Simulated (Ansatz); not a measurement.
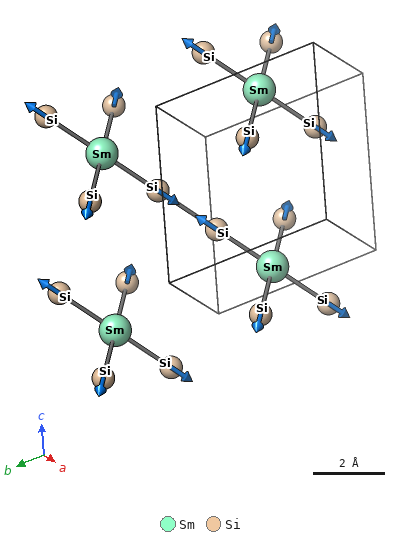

This is a relaxation of crystalline SmSi4 (a generated structure, set up in I4/mmm) (coarse preliminary run). The starting structure is drawn; blue arrows show the displacements (the part carried along by the change of the cell is left out), 3 times their true length.

The picture is a ball-and-stick view of the cell of the calculation, repeated 1 × 2 × 1 with one cell outlined, seen from a free direction.

Theory: DFT PBE, scalar-relativistic, plane waves, PAW; 4f electrons in the core of a trivalent norm-conserving potential in Ansatz 0.2.0. Set-up: plane-wave cutoff 690 eV; k-point mesh 4 × 4 × 4; occupations gaussian; smearing width 0.1 eV; no spin polarisation; cell and atoms relaxed; force threshold 0.04 eV/Å; at most 70 steps.

Question: What did the optimiser do to the structure, and how much energy did it gain?

Answer: After 9 accepted moves (11 points after the start) the energy has fallen by 2897 meV per atom. Largest force component: 7.7 eV/Å at the start, 0.01 eV/Å at the end. The pressure goes from 52.39 to 0.19 GPa. At 2 points the geometry stayed and the basis and grid were re-selected for the new cell (energy shift of 32.6 meV per atom at most each time). The largest moves relative to the cell, 0.27 Å, are those of Si atoms. Sm stays in place. Cell: a = b = c 5.077 → 6.105 Å (+20.2 %), α 105.5° → 97.5°, β 105.5° → 97.5°, γ 117.7° → 137.7°. Volume +44.0 %. Some distances before and after: Si–Si 2.849 → 4.109 Å, Si–Sm 2.015 → 2.905 Å, Si–Si 3.022 → 2.714 Å, Si–Si 2.117 → 2.243 Å. The space group stays I4/mmm (No. 139). Cost: 22 s on 1 thread of AMD EPYC 9R45 96-Core Processor (Zen 5), with other jobs on the host, peak memory 0.5 GiB.
